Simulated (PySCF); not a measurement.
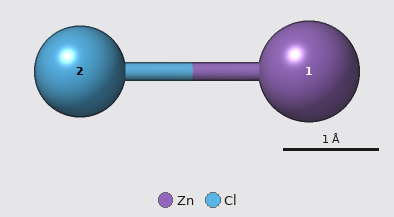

**Figure 1.** The structure as given in the input (ball-and-stick view, seen on its broad side; atoms are numbered from 1 in the order of the input). Sticks mark near contacts. Bond lengths as drawn: Cl–Zn 2.42 Å.

Run report: ZnCl (charge +1), single-point calculation

- system: ZnCl, charge +1
- method: RHF/6-31g*, TDHF (PySCF 2.14.0)

What the program printed
```
PySCF version 2.14.0

[INPUT] verbose = 4
[INPUT] num. atoms = 2
[INPUT] num. electrons = 46
[INPUT] charge = 1
[INPUT] spin (= nelec alpha-beta = 2S) = 0
[INPUT] symmetry True subgroup None
[INPUT] Mole.unit = angstrom
[INPUT] Symbol           X                Y                Z      unit          X                Y                Z       unit  Magmom
[INPUT]  1 Zn     0.000000000000   0.000000000000   0.000000000000 AA    0.000000000000   0.000000000000   0.000000000000 Bohr   0.0
[INPUT]  2 Cl     0.000000000000   0.000000000000   2.417000000000 AA    0.000000000000   0.000000000000   4.567468043074 Bohr   0.0

nuclear repulsion = 111.659237719983
point group symmetry = Coov
symmetry origin: [0.         0.         1.65206291]
symmetry axis x: [1. 0. 0.]
symmetry axis y: [0. 1. 0.]
symmetry axis z: [0. 0. 1.]
num. orbitals of irrep A1 = 20
num. orbitals of irrep E1x = 11
num. orbitals of irrep E1y = 11
num. orbitals of irrep E2x = 4
num. orbitals of irrep E2y = 4
num. orbitals of irrep E3x = 1
num. orbitals of irrep E3y = 1
number of shells = 20
number of NR pGTOs = 148
number of NR cGTOs = 52
basis = 6-31g*
ecp = {}

******** <class 'pyscf.scf.hf_symm.SymAdaptedRHF'> ********
method = SymAdaptedRHF
initial guess = minao
damping factor = 0
level_shift factor = 0
DIIS = <class 'pyscf.scf.diis.CDIIS'>
diis_start_cycle = 1
diis_space = 8
diis_damp = 0
SCF conv_tol = 1e-09
SCF conv_tol_grad = None
SCF max_cycles = 50
direct_scf = True
direct_scf_tol = 1e-13
Freeze 0 electrons in irreps []
    46 free electrons in irreps A1 E1x E1y E2x E2y E3x E3y
Set gradient conv threshold to 3.16228e-05
Initial guess from minao.
init E= -2236.44583435116
HOMO (E1y) = -0.454775667843831  LUMO (A1) = -0.214483677710985  gap/eV = 6.53868
cycle= 1 E= -2236.64377116072  delta_E= -0.198  |g|= 0.264  |ddm|= 1.44
HOMO (E1y) = -0.568923912554033  LUMO (A1) = -0.330539063576136  gap/eV = 6.48678
cycle= 2 E= -2236.6725885104  delta_E= -0.0288  |g|= 0.125  |ddm|= 0.576
HOMO (E1y) = -0.628483949537046  LUMO (A1) = -0.313125363041803  gap/eV = 8.58134
cycle= 3 E= -2236.67761984291  delta_E= -0.00503  |g|= 0.0261  |ddm|= 0.173
HOMO (E1y) = -0.622814059951069  LUMO (A1) = -0.305728311758797  gap/eV = 8.62834
cycle= 4 E= -2236.67796798674  delta_E= -0.000348  |g|= 0.0115  |ddm|= 0.0463
HOMO (E1y) = -0.623974896914495  LUMO (A1) = -0.304052463517829  gap/eV = 8.70553
cycle= 5 E= -2236.6780074625  delta_E= -3.95e-05  |g|= 0.00313  |ddm|= 0.0141
HOMO (E1y) = -0.62451434765984  LUMO (A1) = -0.304069898820333  gap/eV = 8.71974
cycle= 6 E= -2236.67801112485  delta_E= -3.66e-06  |g|= 0.000751  |ddm|= 0.00412
HOMO (E1y) = -0.624357632895275  LUMO (A1) = -0.304004714344596  gap/eV = 8.71725
cycle= 7 E= -2236.67801164959  delta_E= -5.25e-07  |g|= 0.000189  |ddm|= 0.00189
HOMO (E1y) = -0.624420140857463  LUMO (A1) = -0.304000814294931  gap/eV = 8.71905
cycle= 8 E= -2236.67801170792  delta_E= -5.83e-08  |g|= 8.02e-05  |ddm|= 0.000615
HOMO (E1y) = -0.624456936228065  LUMO (A1) = -0.303984805477697  gap/eV = 8.72049
cycle= 9 E= -2236.67801171773  delta_E= -9.81e-09  |g|= 1.57e-05  |ddm|= 0.000315
HOMO (E1y) = -0.6244650589025  LUMO (A1) = -0.303981967011439  gap/eV = 8.72079
cycle= 10 E= -2236.67801171802  delta_E= -2.88e-10  |g|= 2.77e-06  |ddm|= 5.64e-05
```

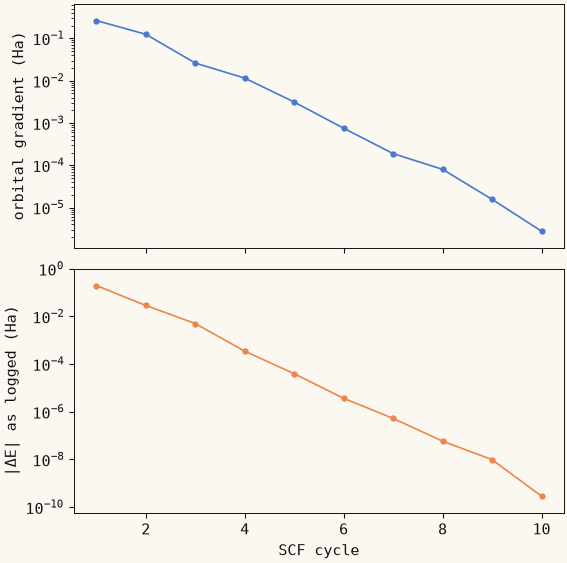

**Figure 2.** Convergence of the self-consistent field: orbital gradient and size of the energy change against the SCF cycle. The residual falls at every step.

```
HOMO (E1y) = -0.624465681112941  LUMO (A1) = -0.303981997619105  gap/eV = 8.72081
Extra cycle  E= -2236.67801171802  delta_E= -5e-12  |g|= 1.26e-06  |ddm|= 4.66e-06
converged SCF energy = -2236.67801171802

******** <class 'pyscf.tdscf.rhf.TDHF'> for <class 'pyscf.scf.hf_symm.SymAdaptedRHF'> ********
nstates = 8 singlet
deg_eia_thresh = 1.000e-03
wfnsym = None
conv_tol = 1e-05
eigh lindep = 1e-12
eigh level_shift = 0
eigh max_cycle = 100

Excitation energies (eV)
[2.64501762 2.64501762 4.8023122  7.73670425 7.73670425 7.74352573
 8.32619226 8.34692586]

** Singlet excitation energies and oscillator strengths **
Excited State   1:  E1x      2.64502 eV    468.75 nm  f=0.0055
      22 -> 24        0.67968
      22 -> 27       -0.17534
Excited State   2:  E1y      2.64502 eV    468.75 nm  f=0.0055
      23 -> 24       -0.67968
      23 -> 27        0.17534
Excited State   3:   A1      4.80231 eV    258.18 nm  f=0.3398
      21 -> 24       -0.68380
      22 -> 25        0.11778
      23 -> 26        0.11778
Excited State   4:  E2y      7.73670 eV    160.25 nm  f=0.0000
      22 -> 26       -0.49638
      23 -> 25       -0.49638
Excited State   5:  ???      7.73670 eV    160.25 nm  f=0.0000
      22 -> 25       -0.49638
      23 -> 26        0.49638
Excited State   6:  ???      7.74353 eV    160.11 nm  f=0.0000
      22 -> 26        0.49619
      23 -> 25       -0.49619
Excited State   7:  ???      8.32619 eV    148.91 nm  f=0.2631
      21 -> 24        0.18276
      21 -> 27        0.14454
      22 -> 25        0.46825
      23 -> 26        0.46825
Excited State   8:  E1y      8.34693 eV    148.54 nm  f=0.1908
      21 -> 26        0.69960

** Transition electric dipole moments (AU) **
state          X           Y           Z        Dip. S.      Osc.
  1        -0.2925      0.0000      0.0000      0.0855      0.0055
  2         0.0000      0.2925      0.0000      0.0855      0.0055
  3         0.0000      0.0000      1.6995      2.8883      0.3398
  4         0.0000      0.0000      0.0000      0.0000      0.0000
  5         0.0000      0.0000      0.0000      0.0000      0.0000
  6         0.0000      0.0000      0.0000      0.0000      0.0000
  7         0.0000      0.0000     -1.1356      1.2895      0.2631
  8         0.0000     -0.9658      0.0000      0.9328      0.1908

** Transition velocity dipole moments (imaginary part, AU) **
state          X           Y           Z        Dip. S.      Osc.
  1        -0.0197     -0.0000     -0.0000      0.0004      0.0027
  2        -0.0000      0.0197     -0.0000      0.0004      0.0027
  3        -0.0000     -0.0000      0.3036      0.0922      0.3483
  4        -0.0000     -0.0000     -0.0000      0.0000      0.0000
  5        -0.0000     -0.0000     -0.0000      0.0000      0.0000
  6        -0.0000     -0.0000     -0.0000      0.0000      0.0000
  7        -0.0000     -0.0000     -0.2621      0.0687      0.1497
  8        -0.0000     -0.2689     -0.0000      0.0723      0.1571

** Transition magnetic dipole moments (imaginary part, AU) **
state          X           Y           Z
  1        -0.0000     -0.3271     -0.0000
  2        -0.3271     -0.0000     -0.0000
  3        -0.0000     -0.0000     -0.0000
  4        -0.0000     -0.0000     -0.0000
  5        -0.0000     -0.0000     -0.0000
  6        -0.0000     -0.0000      0.0000
  7        -0.0000     -0.0000     -0.0000
  8        -0.2757     -0.0000     -0.0000

WARN: System has nonzero charge 1; the dipole moment is origin-dependent.
Location of origin: [0. 0. 0.]

Dipole moment(X, Y, Z, Debye):  0.00000,  0.00000, -4.42423
orbital energies (hartree): [-0.6542 -0.6245 -0.6245 -0.304  -0.1567 -0.1567]
```

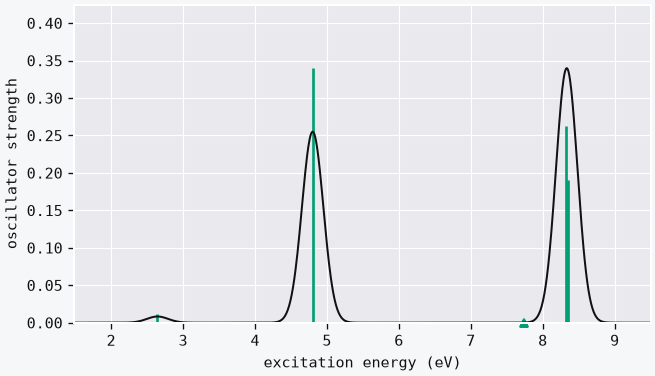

**Figure 3.** Computed excitations as sticks (degenerate states added up, dark ones marked on the axis), with a Gaussian envelope of 0.35 eV full width at half maximum, scaled to the tallest. Of the 8 states the lowest lies at 2.65 eV (f = 0.005); the strongest line is at 4.80 eV, or 258 nm (f = 0.340).

The run was set up as follows.

Input file
```python
from pyscf import gto, scf, tdscf

mol = gto.M(
    atom='Zn 0 0 0; Cl 0 0 2.417',
    basis='6-31g*',
    charge=1,
    spin=0,
    symmetry=True,
    verbose=4,
)
mf = scf.RHF(mol)
mf.kernel()
td = tdscf.TDHF(mf)
td.nstates = 8
td.kernel()
td.analyze()
mf.dip_moment()
print('orbital energies (hartree):', mf.mo_energy[..., max(0, mol.nelec[1]-3):mol.nelec[0]+3].round(4))
```

Command:
```bash
OMP_NUM_THREADS=1 python input.py
```

Summary

- outcome: converged
- SCF energy: −2236.678012 hartree
- hardware: 1 CPU thread, shared host
- wall time: 2.7 s
